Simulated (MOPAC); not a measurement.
# Run report: C$_{3}$H$_{9}$NOSn, property calculation

System: C$_{3}$H$_{9}$NOSn, SMILES CC(C)[O][Sn][NH2].
Method: PM6-D3H4, closed shell, dispersion D3H4, COSMO solvent benzene (MOPAC 23.2.5).

The geometry: force field.

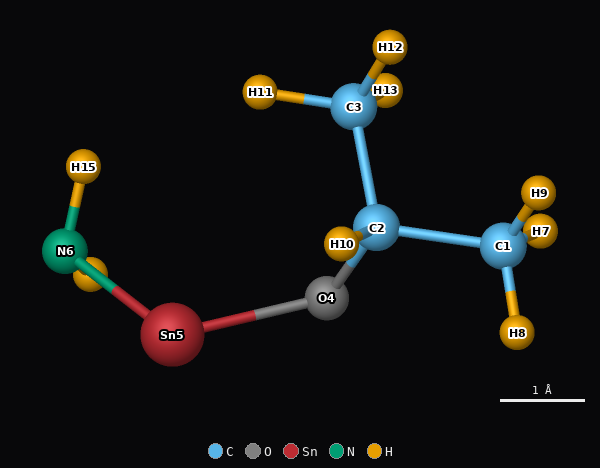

Figure 1. The structure (ball-and-stick view, seen at a tilt; atoms are numbered from 1 in the order of the input). Sticks mark near contacts. Bond lengths as drawn: C–C 1.53 Å, C–H 1.03 to 1.14 Å, C–O 1.37 Å, H–N 1.04 to 1.06 Å, N–Sn 2.07 Å and O–Sn 1.94 Å.

Summary

```tsv
quantity	value
outcome	converged
total energy	−38.000716 hartree
dispersion energy	−0.002459 hartree
heat of formation	−3.17 kcal/mol
basis functions	33
HOMO	−8.29 eV
LUMO	−0.71 eV
dipole moment	1.87 D
hardware	1 thread of Arm Neoverse V1, 24 GiB of memory available, shared host
peak memory	0.076 GiB
```

Remarks

Settings chosen away from the usual ones: keyword. Notes on the run: VECTOR LENGTH OF ZERO IN SURFAC. MOPAC's energies along a path are heats of formation.

Input (mol.mop)
```
PM6-D3H4 MMOK 1SCF ESP DISP EPS=2.27 AUX(PRECISION=6) THREADS=1
C3H9NOSn

C     -0.737500 1    -2.085800 1    -0.239000 1
C     -0.011400 1    -0.792800 1     0.154200 1
C      0.604500 1    -0.146900 1    -1.091900 1
O     -0.828100 1     0.126600 1     0.755800 1
Sn     0.085900 1     1.256800 1     2.047700 1
N      0.332300 1     3.163000 1     1.266100 1
H     -1.566300 1    -1.779900 1    -0.965600 1
H     -1.207100 1    -2.487300 1     0.641300 1
H     -0.102500 1    -2.767600 1    -0.677500 1
H      0.793000 1    -1.118700 1     0.882200 1
H      1.240400 1     0.727000 1    -0.757800 1
H      1.322400 1    -0.868900 1    -1.571100 1
H     -0.192500 1     0.218000 1    -1.807600 1
H     -0.641400 1     3.489600 1     0.997900 1
H      0.886500 1     3.016200 1     0.394600 1
```

Command:
```bash
mopac mol.mop
```

Log
```
MOPAC v23.2.5
PM6-D3H4 CALCULATION RESULTS

 *  PM6-D3H4   - CORRECT DISPERSION AND HYDROGEN BOND TERMS USING THE D3H4 METHOD
 *  MMOK       - APPLY MM CORRECTION TO CONH BARRIER
 *  ESP        - ELECTROSTATIC POTENTIAL CALCULATION
 *  EPS=2.27   - USE COSMO IMPLICIT SOLVATION MODEL
 *  1SCF       - DO 1 SCF AND THEN STOP
 *  THREADS=1  - MULTI-THREADING NOT USED
 *  AUX        - OUTPUT AUXILIARY INFORMATION
 *  DISP       - PRINT DISPERSION AND HYDROGEN BOND ENERGIES
PM6-D3H4 MMOK 1SCF ESP DISP EPS=2.27 AUX(PRECISION=6) THREADS=1
 C3H9NOSn

   ATOM   CHEMICAL          X               Y               Z
  NUMBER   SYMBOL      (ANGSTROMS)     (ANGSTROMS)     (ANGSTROMS)

     1       C         -0.73750000  *  -2.08580000  *  -0.23900000  *
     2       C         -0.01140000  *  -0.79280000  *   0.15420000  *
     3       C          0.60450000  *  -0.14690000  *  -1.09190000  *
     4       O         -0.82810000  *   0.12660000  *   0.75580000  *
     5      Sn          0.08590000  *   1.25680000  *   2.04770000  *
     6       N          0.33230000  *   3.16300000  *   1.26610000  *
     7       H         -1.56630000  *  -1.77990000  *  -0.96560000  *
     8       H         -1.20710000  *  -2.48730000  *   0.64130000  *
     9       H         -0.10250000  *  -2.76760000  *  -0.67750000  *
    10       H          0.79300000  *  -1.11870000  *   0.88220000  *
    11       H          1.24040000  *   0.72700000  *  -0.75780000  *
    12       H          1.32240000  *  -0.86890000  *  -1.57110000  *
    13       H         -0.19250000  *   0.21800000  *  -1.80760000  *
    14       H         -0.64140000  *   3.48960000  *   0.99790000  *
    15       H          0.88650000  *   3.01620000  *   0.39460000  *

          CARTESIAN COORDINATES

    NO.       ATOM           X           Y           Z

     1         C         -0.7375     -2.0858     -0.2390
     2         C         -0.0114     -0.7928      0.1542
     3         C          0.6045     -0.1469     -1.0919
     4         O         -0.8281      0.1266      0.7558
     5        Sn          0.0859      1.2568      2.0477
     6         N          0.3323      3.1630      1.2661
     7         H         -1.5663     -1.7799     -0.9656
     8         H         -1.2071     -2.4873      0.6413
     9         H         -0.1025     -2.7676     -0.6775
    10         H          0.7930     -1.1187      0.8822
    11         H          1.2404      0.7270     -0.7578
    12         H          1.3224     -0.8689     -1.5711
    13         H         -0.1925      0.2180     -1.8076
    14         H         -0.6414      3.4896      0.9979
    15         H          0.8865      3.0162      0.3946

           Empirical Formula: C3 H9 N O Sn  =    15 atoms

      MOLECULAR POINT GROUP   :   C1

      RHF CALCULATION, NO. OF DOUBLY OCCUPIED LEVELS = 18

 -------------------------------------------------------------------------------
 PM6-D3H4 MMOK 1SCF ESP DISP EPS=2.27 AUX(PRECISION=6) THREADS=1
 C3H9NOSn

     1SCF WAS SPECIFIED, SO BFGS WAS NOT USED
     SCF FIELD WAS ACHIEVED

                              PM6-D3H4 CALCULATION

          FINAL HEAT OF FORMATION =         -3.17292 KCAL/MOL =     -13.27550 KJ/MOL

          TOTAL ENERGY            =     -23845.80920 KCAL/MOL = ELECTRONIC ENERGY + CORE-CORE REPULSION + SOLVATION ENERGY
          ENERGY OF ATOMS         =      23831.34381 KCAL/MOL
                              SUM =        -14.46539 KCAL/MOL
          DISPERSION ENERGY       =         -1.54282 KCAL/MOL
          H - H CORRECTION ENERGY =         12.83529 KCAL/MOL
                              SUM =         -3.17292 KCAL/MOL = FINAL HEAT OF FORMATION

          VAN DER WAALS AREA      =        158.87 SQUARE ANGSTROMS

          TOTAL ENERGY            =      -1034.05216 EV
          ELECTRONIC ENERGY       =      -2726.72295 EV
          CORE-CORE REPULSION     =       1692.67079 EV

          DIELECTRIC ENERGY       =         -0.25838 EV
          COSMO AREA              =        158.87 SQUARE ANGSTROMS
          COSMO VOLUME            =        158.26 CUBIC ANGSTROMS

          IONIZATION POTENTIAL    =          8.293249 EV
          HOMO LUMO ENERGIES (EV) =         -8.293 -0.713
          NO. OF FILLED LEVELS    =         18
          MOLECULAR WEIGHT        =        193.8002         POINT GROUP:  C1

          MOLECULAR DIMENSIONS (Angstroms)

            Atom       Atom       Distance
            H    14    H     9     6.49999
            H    12    H     8     3.64788
           Sn     5    H     7     2.88575

          SCF CALCULATIONS        =          2

          WALL-CLOCK TIME         =      0.016 SECONDS
          COMPUTATION TIME        =      0.015 SECONDS

   ATOM   CHEMICAL          X               Y               Z
  NUMBER   SYMBOL      (ANGSTROMS)     (ANGSTROMS)     (ANGSTROMS)

     1       C         -0.73750000  *  -2.08580000  *  -0.23900000  *
     2       C         -0.01140000  *  -0.79280000  *   0.15420000  *
     3       C          0.60450000  *  -0.14690000  *  -1.09190000  *
     4       O         -0.82810000  *   0.12660000  *   0.75580000  *
     5      Sn          0.08590000  *   1.25680000  *   2.04770000  *
     6       N          0.33230000  *   3.16300000  *   1.26610000  *
     7       H         -1.56630000  *  -1.77990000  *  -0.96560000  *
     8       H         -1.20710000  *  -2.48730000  *   0.64130000  *
     9       H         -0.10250000  *  -2.76760000  *  -0.67750000  *
    10       H          0.79300000  *  -1.11870000  *   0.88220000  *
    11       H          1.24040000  *   0.72700000  *  -0.75780000  *
    12       H          1.32240000  *  -0.86890000  *  -1.57110000  *
    13       H         -0.19250000  *   0.21800000  *  -1.80760000  *
    14       H         -0.64140000  *   3.48960000  *   0.99790000  *
    15       H          0.88650000  *   3.01620000  *   0.39460000  *

                             CARTESIAN COORDINATES

   1    C       -0.737500000    -2.085800000    -0.239000000
   2    C       -0.011400000    -0.792800000     0.154200000
   3    C        0.604500000    -0.146900000    -1.091900000
   4    O       -0.828100000     0.126600000     0.755800000
   5   Sn        0.085900000     1.256800000     2.047700000
   6    N        0.332300000     3.163000000     1.266100000
   7    H       -1.566300000    -1.779900000    -0.965600000
   8    H       -1.207100000    -2.487300000     0.641300000
   9    H       -0.102500000    -2.767600000    -0.677500000
  10    H        0.793000000    -1.118700000     0.882200000
  11    H        1.240400000     0.727000000    -0.757800000
  12    H        1.322400000    -0.868900000    -1.571100000
  13    H       -0.192500000     0.218000000    -1.807600000
  14    H       -0.641400000     3.489600000     0.997900000
  15    H        0.886500000     3.016200000     0.394600000

           Empirical Formula: C3 H9 N O Sn  =    15 atoms

      MOLECULAR POINT GROUP   :   C1

                  EIGENVALUES
 -29.58910 -28.77254 -26.42756 -24.05097 -20.13363 -17.79990 -15.83019 -15.31669
 -14.99216 -14.06906 -13.40885 -13.32525 -13.11937 -12.54205 -11.08052 -10.54185
  -9.95147  -8.29325  -0.71308   1.29323   1.88417   4.01011   4.06465   4.47526
   5.20248   5.38402   5.48088   5.76701   5.85475   6.27072   6.42816   6.71256
   7.07685

              NET ATOMIC CHARGES AND DIPOLE CONTRIBUTIONS

  ATOM NO.   TYPE          CHARGE      No. of ELECS.   s-Pop       p-Pop
    1          C          -0.546970        4.5470     1.09187     3.45510
    2          C           0.308792        3.6912     1.06310     2.62811
    3          C          -0.565410        4.5654     1.11568     3.44973
    4          O          -0.755759        6.7558     1.79955     4.95621
    5         Sn           0.860792        3.1392     1.81401     1.32519
    6          N          -0.811480        5.8115     1.69664     4.11484
    7          H           0.177640        0.8224     0.82236
    8          H           0.164719        0.8353     0.83528
    9          H           0.156063        0.8439     0.84394
   10          H           0.072320        0.9277     0.92768
   11          H           0.145764        0.8542     0.85424
   12          H           0.165297        0.8347     0.83470
   13          H           0.178378        0.8216     0.82162
   14          H           0.229635        0.7704     0.77037
   15          H           0.220221        0.7798     0.77978
 DIPOLE           X         Y         Z       TOTAL
 POINT-CHG.     2.236    -1.793     2.283     3.664
 HYBRID        -1.551     0.787    -3.702     4.091
 SUM            0.684    -1.007    -1.419     1.870

          ATOMIC ORBITAL ELECTRON POPULATIONS

     Atom    s        px        py        pz
    1  C   1.09187   1.17046   1.09814   1.18650
    2  C   1.06310   0.89008   0.83447   0.90356
    3  C   1.11568   1.15284   1.15907   1.13781
    4  O   1.79955   1.63538   1.59185   1.72898
    5 Sn   1.81401   0.16728   0.52737   0.63055
    6  N   1.69664   1.26403   1.46516   1.38565
    7  H   0.82236
    8  H   0.83528
    9  H   0.84394
   10  H   0.92768
   11  H   0.85424
   12  H   0.83470
   13  H   0.82162
   14  H   0.77037
   15  H   0.77978
 VAN DER WAALS' RADIUS FOR ATOM
 VECTOR LENGTH OF ZERO IN SURFAC

          VECTOR LENGTH OF ZERO IN SURFAC

 *                                                                            *
 *     Error and normal termination messages reported in this calculation     *
 *                                                                            *
 * VECTOR LENGTH OF ZERO IN SURFAC                                            *
 * JOB ENDED NORMALLY                                                         *
 *                                                                            *

 TOTAL JOB TIME:             0.02 SECONDS

 == MOPAC DONE ==
```

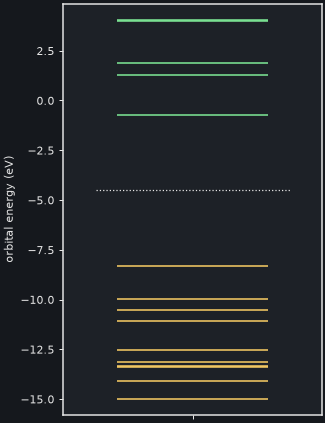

Figure 2. Orbital energies near the frontier; the dotted line parts filled from empty levels, and levels within 0.02 eV of each other stand side by side. Highest filled −8.29 eV, lowest empty −0.71 eV, 7.58 eV apart.
